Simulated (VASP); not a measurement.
Band structure of Mo (bcc). All values below come from MS2 meta-GGA, VASP's PBE PAW potentials (set 64) (plane waves; VASP).

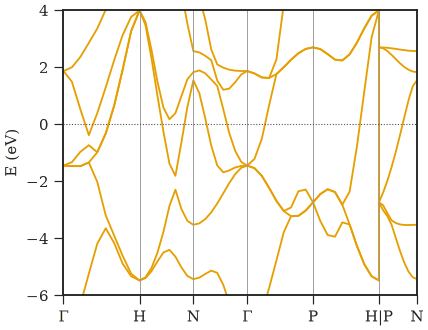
Bands along high-symmetry lines, zero at the valence-band maximum or, without a gap, the Fermi level

Question: Read the plot: is there a gap, and where are the band edges?

Answer: It has no gap at this level: it comes out as a metal or semimetal.

The compound is Mo in the bcc structure. It was relaxed first.
